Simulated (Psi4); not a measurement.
**GeH3O2F (SMILES [OH][GeH]([OH])[F]) at CCSD(T)/def2-SVP**

Aim: the energy change on altering one bond length of GeH3O2F at CCSD(T)/def2-SVP, from 2 runs. 

The results are computed with Psi4 1.11.

**1. The molecule**

GeH3O2F: 7 atoms, total charge 0, spin state singlet. SMILES: `[OH][GeH]([OH])[F]`. Geometry: relaxed at PBE0-D4/def2-TZVP. This is one conformer, not always the lowest.

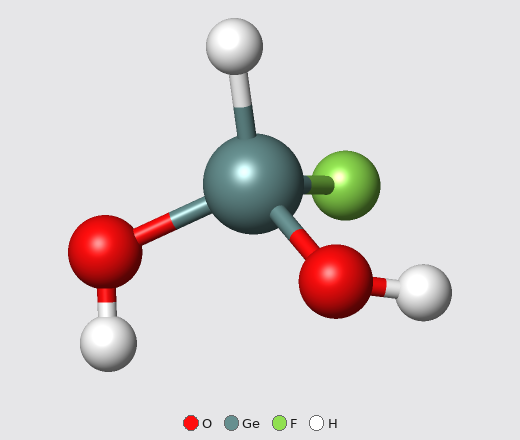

The structure, seen from a chosen angle (oxygen red, germanium teal, fluorine green, hydrogen white).

**2. A single-point energy at CCSD(T)/def2-SVP**

job.dat reads:

```
memory 2200 mb

molecule m {
  0 1
  O     -0.352900     1.140300    -0.859300
  Ge    -0.107500    -0.026800     0.432400
  O      1.518200    -0.656000     0.307600
  F     -1.260300    -1.284500     0.113200
  H     -1.209200     1.041800    -1.283900
  H     -0.331400     0.485800     1.847500
  H      1.804400    -0.768700    -0.603100
  symmetry c1
}

set {
  basis           def2-SVP
  puream          true
  e_convergence   1e-09
  d_convergence   1e-08
  scf_type        pk
  num_frozen_docc 12
}

e_tot = energy("ccsd(t)")
```

Run with:

```bash
psi4 -i job.dat -o job.out -n 1
```

job.out:

```text
[...]
  Running in c1 symmetry.
[...]
  Nuclear repulsion =  327.327915065786726
[...]
  Multiplicity = 1
[...]
  Nalpha       = 30
  Nbeta        = 30
[...]
    Number of basis functions: 89
[...]
   @RHF iter   1: -2324.99475196937419   -3.79824e+00   2.29873e-02 ADIIS/DIIS
[...]
   @RHF iter  12: -2325.90257604421140   -4.54747e-12   6.68130e-09 DIIS
[...]
    Orbital Energies [Eh]
    ---------------------
    Doubly Occupied:
       1A   -405.267802     2A    -52.189813     3A    -46.292181
       4A    -46.291499     5A    -46.291150     6A    -26.263766
       7A    -20.572159     8A    -20.569331     9A     -7.254701
      10A     -5.235155    11A     -5.234042    12A     -5.232348
      13A     -1.723634    14A     -1.716766    15A     -1.709892
      16A     -1.706243    17A     -1.705278    18A     -1.518878
      19A     -1.331425    20A     -1.308728    21A     -0.783243
      22A     -0.696151    23A     -0.683656    24A     -0.648771
      25A     -0.639955    26A     -0.575132    27A     -0.565532
      28A     -0.534460    29A     -0.525217    30A     -0.502049
[...]
  @RHF Final Energy: -2325.90257604421140
   => Energetics <=
    Nuclear Repulsion Energy =            327.3279150657867262
    One-Electron Energy =               -3895.3230701507209233
    Two-Electron Energy =                1242.0925790407227396
    Total Energy =                      -2325.9025760442114006
[...]
 Multipole Moments:
 ------------------------------------------------------------------------------------
     Multipole            Electronic (a.u.)      Nuclear  (a.u.)        Total (a.u.)
 ------------------------------------------------------------------------------------
 L = 1.  Multiply by 2.5417464519 to convert [e a0] to [Debye]
 Dipole X            :         -1.9069431            1.6887256           -0.2182176
 Dipole Y            :         -0.7481370            1.1295519            0.3814149
 Dipole Z            :          2.4697378           -2.7204787           -0.2507409
 Magnitude           :                                                    0.5059321
[...]
      * MP2 total energy                      = -2326.693507821191815
[...]
      * CCSD total energy                     = -2326.700554952449238
[...]
      * CCSD(T) total energy                  = -2326.717393021832322
[...]
```

Run time: 35 s. Hardware: 1 thread of Intel Xeon 6975P-C (Granite Rapids), shared host; peak memory 0.54 GiB.

**3. The distorted shape, same level**

fgeh3o2.dat reads:

```
memory 2200 mb

molecule {
  0 1
  O      0.569370     2.146492    -0.603932
  Ge     0.814770     0.979392     0.687768
  O      2.440470     0.350192     0.562968
  F     -1.260300    -1.284500     0.113200
  H     -0.286930     2.047992    -1.028532
  H      0.590870     1.491992     2.102868
  H      2.726670     0.237492    -0.347732
  symmetry c1
  no_reorient
  no_com
}

set puream true
set e_convergence 1e-09
set d_convergence 1e-08
set scf_type pk
set num_frozen_docc 12

energy_value = energy("ccsd(t)/def2-SVP")
print_variables()
```

Run with:

```bash
psi4 fgeh3o2.dat fgeh3o2.out -n 1
```

fgeh3o2.out:

```text
[...]
  Running in c1 symmetry.
[...]
  Nuclear repulsion =  278.769474699816669
[...]
  Multiplicity = 1
[...]
  Nalpha       = 30
  Nbeta        = 30
[...]
    Number of basis functions: 89
[...]
   @RHF iter   1: -2324.72964873260980   -4.15981e+00   2.31211e-02 DIIS/ADIIS
[...]
   @RHF iter  15: -2325.69340416730256   -1.36424e-11   5.48775e-09 DIIS
[...]
    Orbital Energies [Eh]
    ---------------------
    Doubly Occupied:
       1A   -405.361272     2A    -52.283315     3A    -46.386854
       4A    -46.384021     5A    -46.383614     6A    -26.065328
       7A    -20.643255     8A    -20.637648     9A     -7.343799
      10A     -5.325318    11A     -5.320680    12A     -5.319106
      13A     -1.802738    14A     -1.800935    15A     -1.796317
      16A     -1.793293    17A     -1.791390    18A     -1.395593
      19A     -1.370637    20A     -1.275383    21A     -0.831704
      22A     -0.755590    23A     -0.675696    24A     -0.637709
      25A     -0.596969    26A     -0.587880    27A     -0.569819
      28A     -0.421192    29A     -0.420859    30A     -0.371662
[...]
  @RHF Final Energy: -2325.69340416730256
   => Energetics <=
    Nuclear Repulsion Energy =            278.7694746998166693
    One-Electron Energy =               -3796.2266059729886365
    Two-Electron Energy =                1191.7637271058692932
    Total Energy =                      -2325.6934041673025604
[...]
 Multipole Moments:
 ------------------------------------------------------------------------------------
     Multipole            Electronic (a.u.)      Nuclear  (a.u.)        Total (a.u.)
 ------------------------------------------------------------------------------------
 L = 1.  Multiply by 2.5417464519 to convert [e a0] to [Debye]
 Dipole X            :        -77.4033306           79.0647616            1.6614310
 Dipole Y            :        -79.7935734           82.2616528            2.4680795
 Dipole Z            :        -44.0762329           44.2692307            0.1929977
 Magnitude           :                                                    2.9814455
[...]
      * MP2 total energy                      = -2326.505086543454581
[...]
      * CCSD total energy                     = -2326.513360350798848
[...]
      * CCSD(T) total energy                  = -2326.542314621357036
[...]
```

Wall time 42 s (1 thread of Intel Xeon 6975P-C (Granite Rapids), shared host); peak memory 0.54 GiB.

**4. Results**

At CCSD(T)/def2-SVP, 12 core orbitals frozen:

| quantity | value |
| --- | --- |
| first shape: total energy | -2326.71739 Eh |
| first shape: HOMO energy (Hartree–Fock orbitals) | -13.66 eV |
| first shape: LUMO energy (Hartree–Fock orbitals) | 4.01 eV |
| first shape: HOMO–LUMO gap (Hartree–Fock orbitals) | 17.67 eV |
| first shape: correlation energy (12 core orbitals frozen) | -814.8 mEh |
| first shape: (T) correction | -16.84 mEh |
| first shape: T1 diagnostic | 0.012 |
| distorted shape: total energy | -2326.54231 Eh |
| distorted shape: HOMO energy (Hartree–Fock orbitals) | -10.11 eV |
| distorted shape: LUMO energy (Hartree–Fock orbitals) | -1.10 eV |
| distorted shape: HOMO–LUMO gap (Hartree–Fock orbitals) | 9.02 eV |
| distorted shape: correlation energy (12 core orbitals frozen) | -848.9 mEh |
| distorted shape: (T) correction | -28.95 mEh |
| distorted shape: T1 diagnostic | 0.040 |
| energy change with the Ge2–F4 bond stretched from 1.736 to 3.124 Å | 4.764 eV |

**Reading.** One bond (distorted shape) is far stretched, which a spin-restricted single reference describes badly; perturbation theory on it can break down and give far too much correlation. With the Ge2–F4 bond stretched from 1.736 to 3.124 Å the energy rises by 4.76 eV (110 kcal/mol). The first shape isn't relaxed at this level, so the change isn't measured from a minimum. A restricted reference can't describe the breaking bond well at this length. The triples (first shape) make up 2.1 % of the correlation energy. The T1 diagnostic (distorted shape) of 0.040 is above the customary mark for such species, so a single reference may not serve. The triples (distorted shape) make up 3.4 % of the correlation energy.
